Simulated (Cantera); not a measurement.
Charge: 1 mol CuO, a varied amount of H2, 8.8 mol H2O, held at 675 °C and 2.25 Torr.

Method: chemical equilibrium by Gibbs-energy minimisation in Cantera with the NASA 1993 tables (ideal gas, pure condensed phases). Candidate condensed phases: Cu, CuO, Cu(OH)2, Cu2O, H2O; 12 gas species. Kinetics and transport are ignored.

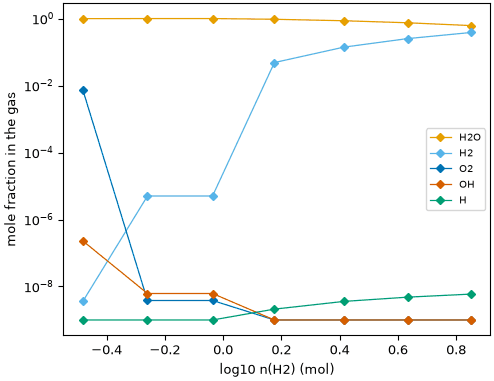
Figure. Equilibrium gas composition (values under 1e-9 drawn at 1e-9)

At 0.33 mol H2 the condensed part is CuO(s) + Cu2O(s). From 0.55 mol H2 to 0.92 mol H2 the condensed part is Cu(s) + Cu2O(s). From 1.5 mol H2 to 7.1 mol H2 the condensed part is Cu(s).
